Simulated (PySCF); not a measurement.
SMILES C=[C][Si](OC)(OC)OC, doublet at its GFN2-xTB optimised geometry (Å):

```
20

C      1.6020    -0.4887     0.4676
C      0.4104    -0.3149     0.0000
Si    -1.4434    -0.3149     0.0000
O     -2.0962    -1.0741     1.2863
C     -2.0737    -2.4439     1.5613
O     -2.0209    -1.0691    -1.3141
C     -1.8582    -0.6951    -2.6514
O     -2.0057     1.2055     0.0000
C     -1.8832     2.1603     1.0130
H      1.8184    -0.8748     1.4644
H      2.4940    -0.2589    -0.1075
H     -2.3868    -3.0201     0.6894
H     -2.7595    -2.6282     2.3893
H     -1.0666    -2.7588     1.8475
H     -0.8116    -0.7905    -2.9501
H     -2.1749     0.3376    -2.8049
H     -2.4719    -1.3607    -3.2596
H     -2.4940     3.0201     0.7350
H     -0.8415     2.4732     1.1187
H     -2.2283     1.7593     1.9673
```

Level of theory: unrestricted PBE0/def2-SVP run with PySCF. Cells within 0.4 Å of a nucleus heavier than hydrogen are left out (blank, or x).

Map of the Laplacian of the electron density (e/bohr⁵), clipped to [-1.50, 1.50] on the plane z = 0.0 Å:

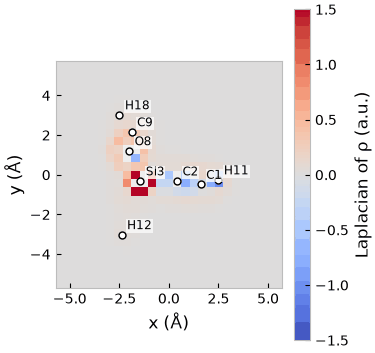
Figure: Laplacian of the electron density (e/bohr⁵), clipped to [-1.50, 1.50] on the plane z = 0.0 Å.
